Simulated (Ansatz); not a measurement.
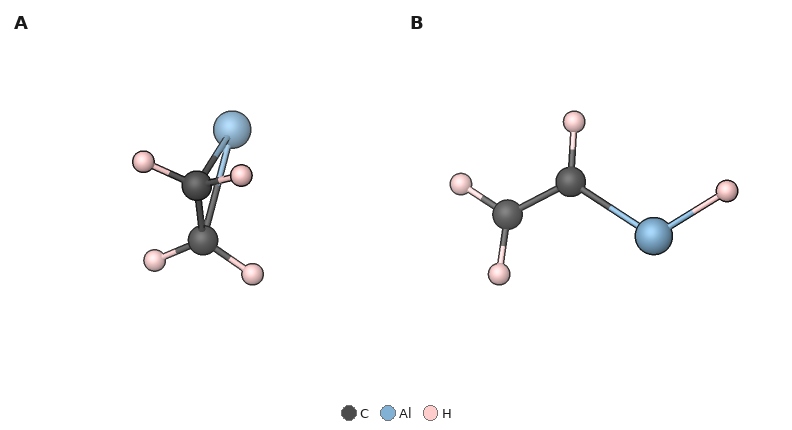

2 stationary structures of one formula. State: neutral, doublet. Geometries: PBE-D4/def2-SVP. Electronic energies: PBE-D4/def2-SVP (Ansatz 0.2.0), without zero-point energy. No frequency run is at hand to confirm each as a minimum. Each is one conformer, not always the lowest.

### Which is lowest in energy, and by how much?

A is lowest (C2v); B lies 29.5 kJ/mol above it (Cs).
